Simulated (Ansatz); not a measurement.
# CHBBr (SMILES B=[C+]Br) (charge +1, triplet): what the fields show

Input

```
crystal:
  periodic: [false, false, false]
  atoms:
    - {symbol: C, position_ang: [0.000000, 0.000000, -0.570109]}
    - {symbol: B, position_ang: [0.000000, 0.000000, 0.838529]}
    - {symbol: Br, position_ang: [0.000000, 0.000000, -2.289378]}
    - {symbol: H, position_ang: [0.000000, 0.000000, 2.020957]}
basis:
  gaussian: {orbitals: def2-TZVPD}
total_charge: 1
output: {forces: true, orbitals: {seedname: orbitals}}
magnetization: {spin_polarized: true, initial_magnetization: 2}
hamiltonian: {xc: {name: PBE0}}
```

Command:

```sh
ansatz run input.yaml --threads 1 --pin off --max-ram 2610MiB --events-out events.jsonl --progress --plain --runs-dir runs
```

Geometry: B3LYP-D3(BJ)/def2-SVP.

All numbers below come from Ansatz, isolated molecule in a Gaussian basis; Kohn-Sham density functional theory, functional PBE0.

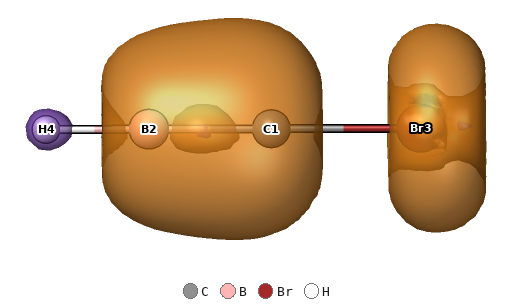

Figure 1. Isosurfaces of the spin density at +0.04 (orange) and −0.04 e/Å³ (purple), seen from one side.

### Describe the spin distribution.

The unpaired spin (2 electrons) lies mostly on C1 (about 0.9), B2 (about 0.6) and Br3 (about 0.5), in electrons by Hirshfeld's partition.

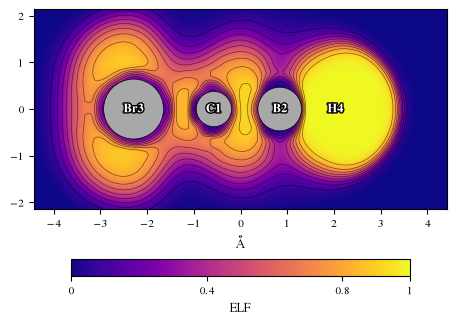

Figure 2. Electron localisation function on a plane that holds the molecular axis. Grey discs cover the atomic cores.

### What do the fields say about this system?

Atoms in the plane: C, B, Br and H. C–B (1.41 Å): the ELF peaks at about 0.90 between the atoms, as expected for a covalent bond. C–Br (1.72 Å): the ELF peaks at about 0.85 between the atoms, as expected for localised, covalent bonding. B–H (1.18 Å): the ELF climbs to about 1 towards the hydrogen, as it does in any bond to H (an ordinary covalent bond to hydrogen). The ELF also peaks beside Br3, away from the bonds: non-bonding electrons, paired or unpaired.

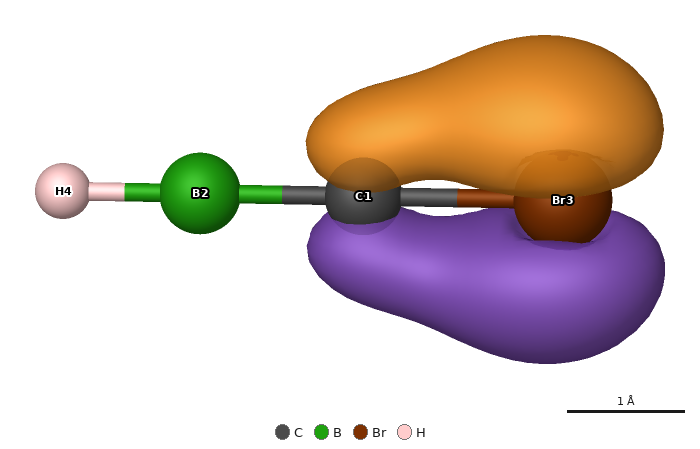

Figure 3. The HOMO (β) at ±0.2 Å⁻³ᐟ² (orange and purple are the two phases), seen from one side.

### What is the character of this orbital?

Its weight (Hirshfeld) is mainly on Br3 (about 75 %) and C1 (about 20 %). It is one of a degenerate set, so its orientation is arbitrary. Its energy is −16.49 eV.

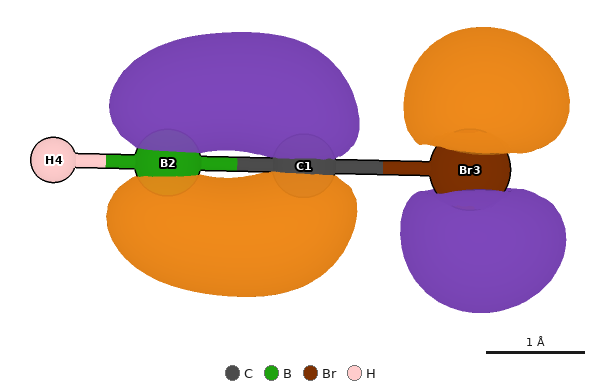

Figure 4. The HOMO (α) at ±0.15 Å⁻³ᐟ² (orange and purple are the two phases), seen from one side.

### Where does this orbital lie, and at what energy?

It lies mainly on Br3 (about 45 %), C1 (about 30 %) and B2 (about 25 %); π-antibonding (π*) across Br3–C1. It is one of a degenerate set, so its orientation is arbitrary. Its energy is −14.25 eV.
